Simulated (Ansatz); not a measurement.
# MP2/def2-SVP run of C2H4AlFO (SMILES C=C[O][AlH][F])

What is the energy change on altering one bond length of C2H4AlFO at MP2/def2-SVP? 

The results are computed with Ansatz 0.2.0.

127 further runs of the same task are left out: 127 set aside as unsound or not needed.

### Step 1. The structure to begin with

C2H4AlFO: 9 atoms, total charge 0, spin state singlet. As SMILES, `C=C[O][AlH][F]`. The coordinates come from a PBE0-D4/def2-TZVP relaxation. This is one conformer, not always the lowest.

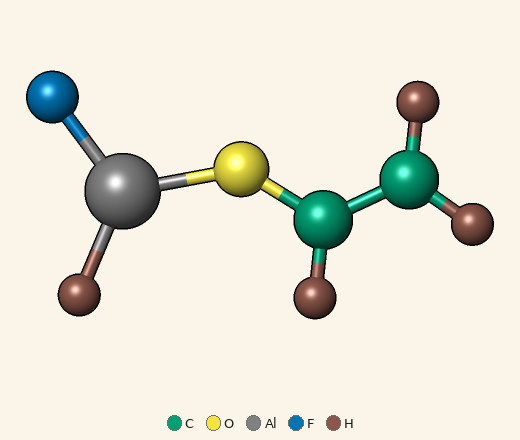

The structure, seen from a chosen angle (carbon teal, oxygen yellow, aluminium grey, fluorine blue, hydrogen brown).

### Step 2. A single-point energy at MP2/def2-SVP

File job.yaml:

```yaml
crystal:
  periodic: [false, false, false]
  atoms:
    - {symbol: C, position_ang: [-1.562000, -0.360100, 1.103900]}
    - {symbol: C, position_ang: [-0.728000, -0.312900, 0.075500]}
    - {symbol: O, position_ang: [0.490300, 0.256500, 0.139600]}
    - {symbol: Al, position_ang: [1.800800, 0.519300, -0.884800]}
    - {symbol: F, position_ang: [3.087600, 1.301600, -0.235000]}
    - {symbol: H, position_ang: [-1.297700, 0.065300, 2.064100]}
    - {symbol: H, position_ang: [-2.527700, -0.832200, 0.988500]}
    - {symbol: H, position_ang: [-0.999000, -0.743100, -0.888800]}
    - {symbol: H, position_ang: [1.824300, 0.059200, -2.380300]}
basis:
  gaussian:
    orbitals: def2-SVP
correlation:
  method: mp2
  frozen_orbitals: {Al: 5, C: 1, F: 1, H: 0, O: 1}
accuracy: high
```

The run is started by

```console
$ ansatz run job.yaml --threads 1 --pin off --max-ram 3480MiB --events-out events.jsonl --progress --plain --runs-dir runs
```

What it wrote:

```text
Warning: RAYON_NUM_THREADS=1 ignored (pool sized by the plan → 1); use --threads N
Functional definition: HF
  name "HF"
  exchange = exact_x
  correlation = 0
2095 factors; integrals over basis functions are off by at most 5.5e-9 eV
mean field evaluation 1: about -13441.3009 eV, gradient 4.2e1 eV
mean field evaluation 2: about -13441.4077 eV, gradient 4.2e1 eV
mean field evaluation 4: about -13445.3128 eV, gradient 3.3e0 eV
mean field evaluation 8: about -13445.3624 eV, gradient 3.0e-1 eV
mean field evaluation 16: about -13445.3628 eV, gradient 1.4e-8 eV
mean field -13445.36282716 eV, -494.1079703037 hartree, gradient 1.5e-8 eV, S^2 0.000000; 0 other end points of the search recorded, 0 dependent functions left out
9 core orbitals not correlated: weight in the atoms' cores, before any rotation towards them, 1.000 or more for the frozen orbitals, at most 0.000 for the correlated occupied ones
reference -13445.36282716 eV, -494.1079703037 hartree; 14, 14 occupied and 71, 71 virtual orbitals, 2095 factors
second order -18.81717952 eV of doubles, -0.00000000 eV of singles
Total energy: -13464.18000667 eV, -494.7994888963 hartree
```

Wall time 3.9 s (1 thread of Arm Neoverse V1, shared host); peak memory 0.26 GiB.

### Step 3. The distorted shape, same level

File in.yaml:

```yaml
crystal:
  periodic: [false, false, false]
  atoms:
    - {symbol: C, position_ang: [-1.694140, -0.572784, 0.623836]}
    - {symbol: C, position_ang: [-0.860140, -0.525584, -0.404564]}
    - {symbol: O, position_ang: [0.358160, 0.043816, -0.340464]}
    - {symbol: Al, position_ang: [1.668660, 0.306616, -1.364864]}
    - {symbol: F, position_ang: [2.955460, 1.088916, -0.715064]}
    - {symbol: H, position_ang: [-1.297700, 0.065300, 2.064100]}
    - {symbol: H, position_ang: [-2.659840, -1.044884, 0.508436]}
    - {symbol: H, position_ang: [-1.131140, -0.955784, -1.368864]}
    - {symbol: H, position_ang: [1.692160, -0.153484, -2.860364]}
basis:
  gaussian:
    orbitals: def2-SVP
magnetization:
  spin_polarized: false
correlation:
  method: mp2
  frozen_orbitals: {Al: 5, C: 1, F: 1, H: 0, O: 1}
accuracy: high
```

The run is started by

```console
$ ansatz run in.yaml --threads 1 --pin off --max-ram 3480MiB --events-out events.jsonl --progress --plain --runs-dir runs
```

What it wrote:

```text
Warning: RAYON_NUM_THREADS=1 ignored (pool sized by the plan → 1); use --threads N
Functional definition: HF
  name "HF"
  exchange = exact_x
  correlation = 0
2093 factors; integrals over basis functions are off by at most 8.8e-9 eV
mean field evaluation 1: about -13438.8168 eV, gradient 4.2e1 eV
mean field evaluation 2: about -13438.9205 eV, gradient 4.2e1 eV
mean field evaluation 4: about -13442.8599 eV, gradient 3.3e0 eV
mean field evaluation 8: about -13442.9106 eV, gradient 2.7e-1 eV
mean field evaluation 16: about -13442.9109 eV, gradient 1.8e-8 eV
mean field -13442.91085396 eV, -494.0178619508 hartree, gradient 1.8e-8 eV, S^2 0.000000; 0 other end points of the search recorded, 0 dependent functions left out; unrestricted orbitals would lower it
9 core orbitals not correlated: weight in the atoms' cores, before any rotation towards them, 1.000 or more for the frozen orbitals, at most 0.000 for the correlated occupied ones
reference -13442.91085396 eV, -494.0178619508 hartree; 14, 14 occupied and 71, 71 virtual orbitals, 2093 factors
second order -19.03685441 eV of doubles, -0.00000000 eV of singles
Total energy: -13461.94770837 eV, -494.7174534468 hartree
```

It took 3.9 s on 1 thread of Arm Neoverse V1, shared host; peak memory 0.26 GiB.

### Step 4. Results

Level: MP2/def2-SVP, 9 core orbitals frozen.

| quantity | value |
| --- | --- |
| first shape: total energy | -494.79949 Eh |
| first shape: correlation energy (9 core orbitals frozen) | -691.5 mEh |
| distorted shape: total energy | -494.71745 Eh |
| distorted shape: correlation energy (9 core orbitals frozen) | -699.6 mEh |
| energy change with the C1–H6 bond stretched from 1.083 to 1.624 Å | 2.232 eV |

In words: With the C1–H6 bond stretched from 1.083 to 1.624 Å the energy rises by 2.23 eV (51 kcal/mol). The first shape isn't relaxed at this level, so the change isn't measured from a minimum. The restricted solution (distorted shape) is unstable to spin breaking: an unrestricted one lies lower.
